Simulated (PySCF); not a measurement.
# One shape, several levels: CH2AlNS (AlH2(NCS))

We compute a comparison of 4 runs (HF/ANO-pVDZ, HF/x2c-TZVPPall, B3LYP5/6-31G**, MP2/jun-cc-pV(D+d)Z) of CH2AlNS (AlH2(NCS)). 

The results are computed with PySCF 2.14.0.

5 further runs of the same task are left out: 1 that didn't finish, 4 set aside as unsound or not needed.

## 1. The molecule

CH2AlNS has 6 atoms, charge 0, and is taken as a singlet. SMILES: `[H][Al]([H])[N]=C=S`. The shape comes from GFN2-xTB, which is rough for such elements, and wasn't checked as a minimum.

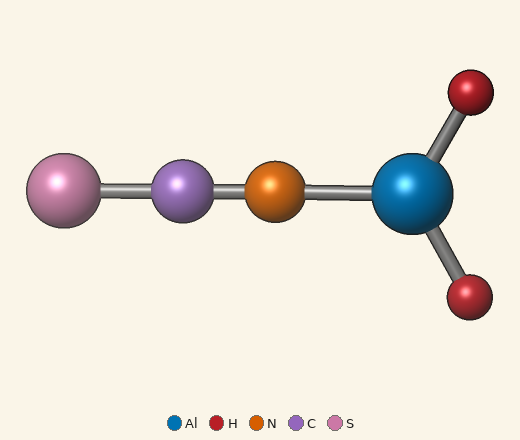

The structure, seen from a chosen angle (aluminium blue, hydrogen red, nitrogen orange, carbon purple, sulfur pink).

## 2. The energy at HF/ANO-pVDZ (density fitting with cc-pvtz-jkfit, Cartesian functions) (run 1)

File job.py:

```python
from pyscf import gto, scf

system = gto.M(
    atom='''
Al     1.230533     2.131535    -0.008428
H      4.128504     2.094308     0.091387
H     -0.227655     4.637293    -0.061548
N     -0.471090    -0.791682    -0.040572
C     -1.603281    -2.766219    -0.010110
S     -3.056991    -5.305236     0.029272
''',
    cart=True,
    spin=0,
    basis='ano-pvdz',
    verbose=4,
    max_memory=1860,
    unit='bohr',
)

mf = scf.RHF(system)
mf = mf.density_fit(auxbasis='cc-pvtz-jkfit')
mf.kernel()

e_tot = mf.e_tot
print('E(%s) = %.9f' % ('HF', e_tot))
```

Launch:

```console
$ OMP_NUM_THREADS=1 python job.py
```

What it wrote:

```text
PySCF version 2.14.0

[... 66 lines left out ...]
converged SCF energy = -733.017807195028
E(HF) = -733.017807195
```

Run time: 1.4 s. Hardware: 1 thread of Intel Xeon 6975P-C (Granite Rapids), shared host; peak memory 0.15 GiB.

## 3. The energy at HF/x2c-TZVPPall (density fitting with cc-pvtz-jkfit) (run 2)

File input.py:

```python
from pyscf import gto

mol = gto.Mole()
mol.atom = '''
Al     1.230533     2.131535    -0.008428
H      4.128504     2.094308     0.091387
H     -0.227655     4.637293    -0.061548
N     -0.471090    -0.791682    -0.040572
C     -1.603281    -2.766219    -0.010110
S     -3.056991    -5.305236     0.029272
'''
mol.unit = 'bohr'
mol.verbose = 4
mol.max_memory = 1860
mol.basis = 'x2c-tzvppall'
mol.build()

mf = mol.RHF()
mf = mf.density_fit(auxbasis='cc-pvtz-jkfit')
mf.kernel()

energy = mf.e_tot
print('E(%s) = %.9f' % ('HF', energy))
```

Launch:

```console
$ OMP_NUM_THREADS=1 python input.py
```

What it wrote:

```text
PySCF version 2.14.0

[... 65 lines left out ...]
converged SCF energy = -732.780923410801
E(HF) = -732.780923411
```

Run time: 1.6 s. Hardware: 1 thread of Intel Xeon 6975P-C (Granite Rapids), shared host; peak memory 0.23 GiB.

Run 3 isn't shown in full; the table further down has it.

## 4. A single-point energy at MP2/jun-cc-pV(D+d)Z (sfX2C, density fitting, IEF-PCM dichloromethane) (run 4)

File run.py:

```python
# AlH2(NCS)
from pyscf import gto, mp, solvent
from pyscf import df

system = gto.Mole()
system.atom = '''
Al     0.651170     1.127960    -0.004460
H      2.184710     1.108260     0.048360
H     -0.120470     2.453950    -0.032570
N     -0.249290    -0.418940    -0.021470
C     -0.848420    -1.463820    -0.005350
S     -1.617690    -2.807410     0.015490
'''
system.max_memory = 1860
system.spin = 0
system.basis = 'jun-cc-pv(d+d)z'
system.charge = 0
system.verbose = 3
system.build()

mf = system.RHF()
mf = mf.sfx2c1e()
mf = mf.density_fit(auxbasis=df.aug_etb(system, beta=2.0))
mf = mf.PCM()
mf.with_solvent.method = 'IEF-PCM'
mf.with_solvent.eps = 8.93
mf.damp = 0.6
mf.diis_start_cycle = 8
mf.conv_tol = 1e-07
mf.kernel()

pt = mp.MP2(mf).run()
energy = pt.e_tot
print('E(%s) = %.9f' % ('MP2', energy))
```

Launch:

```console
$ OMP_NUM_THREADS=1 python run.py
```

What it wrote:

```text
WARN: PCM is an experimental feature. It is still in testing.
Features and APIs may be changed in the future.

converged SCF energy = -734.387581790531
E(DFRMP2) = -734.954561006648  E_corr = -0.56697921611634
E(SCS-DFRMP2) = -734.935716472749  E_corr = -0.548134682217913
E(MP2) = -734.954561007
```

Run time: 11 s. Hardware: 1 thread of Intel Xeon 6975P-C (Granite Rapids), shared host; peak memory 0.36 GiB.

## 5. The series

```tsv
run	level	Cartesian functions	task	energy (Eh)	dipole moment (D) of the reference	HOMO energy (eV)	LUMO energy (eV)	wall time
1	HF/ANO-pVDZ (density fitting with cc-pvtz-jkfit, Cartesian functions)	yes	energy	-733.017807	2.06	-9.96	0.77	1.4 s
2	HF/x2c-TZVPPall (density fitting with cc-pvtz-jkfit)	no	energy	-732.780923	2.10	-9.93	0.78	1.6 s
3	B3LYP5/6-31G** (density fitting with cc-pvdz-jkfit, spherical functions, C-PCM ethanol)	no	properties	-734.548099	2.95	-7.01	-1.55	9.3 s
4	MP2/jun-cc-pV(D+d)Z (sfX2C, density fitting, IEF-PCM dichloromethane)	no	energy	-734.954561	3.15	-10.01	0.74	11 s
```

## 6. Outcome

| quantity | value |
| --- | --- |
| run 4: total energy | -734.95456 Eh |
| run 4: dipole moment (Hartree–Fock density) | 3.15 D |
| run 4: HOMO energy (Hartree–Fock orbitals) | -10.01 eV |
| run 4: LUMO energy (Hartree–Fock orbitals) | 0.74 eV |
| run 4: HOMO–LUMO gap (Hartree–Fock orbitals) | 10.76 eV |
| run 4: correlation energy | -567.0 mEh |
| run 4: solvent term in the energy | -26.1 kJ/mol |

Over runs 1, 2, 3 the dipole moment (its size) runs from 2.06 D (HF/ANO-pVDZ) to 2.95 D (B3LYP5/6-31G**). The two ends differ in method and basis and solvent. Over runs 1, 2, 3 the HOMO–LUMO gap runs from 5.47 eV (B3LYP5/6-31G**) to 10.73 eV (HF/ANO-pVDZ). Some runs of one species differ in core potentials or relativity; totals across that change don't compare. In run 2 relativity is left out where basis or elements ask for it. All runs together took 24 s, the longest 11 s.
